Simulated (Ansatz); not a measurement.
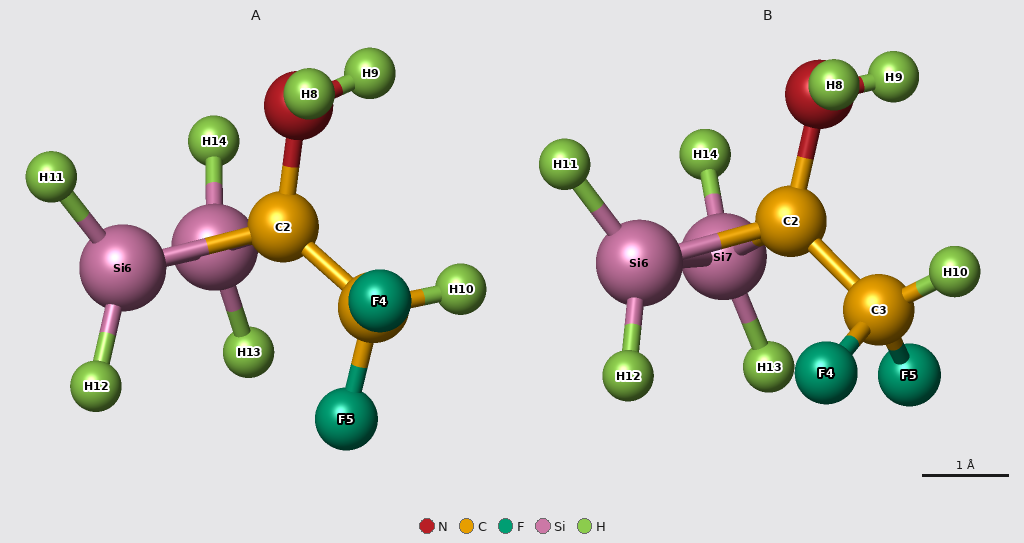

Two geometries of C2H7F2NSi2, drawn at one scale. One is the start of a relaxation, the other its converged end. Style: ball-and-stick. Shown at a tilt.

These are results of RKS PBE/6-31G* in Ansatz, not measurements. Set-up: no spin polarisation; force threshold 0.015 eV/Å; at most 40 steps.

Which of the two is the end point?

Structure A is the relaxed one. The run prepares an end point of a later path (torsion) calculation, from a guessed geometry. Over 14 accepted moves (15 points after the start) the energy falls by 0.930 eV. The largest force component goes from 4.3 to 0.0091 eV/Å. The line search rejected the trial step at point 14 of the run. An F atom moves most after the best rigid fit: 1.24 Å. By element the largest moves are F 1.24 Å, H 0.86 Å, N 0.23 Å, Si 0.15 Å, C 0.10 Å. Among the contacts that change: C–N 1.530 → 1.457 Å, C–Si 1.877 → 1.949 Å, H–N 0.964 → 1.028 Å, C–F 1.326 → 1.383 Å. Among the angles between lasting bonds that change: H–Si–H 124.6° → 113.5°, C–Si–H 109.7° → 116.8°, C–C–Si 114.1° → 121.1°. Groups turn about C–C by about 60°.
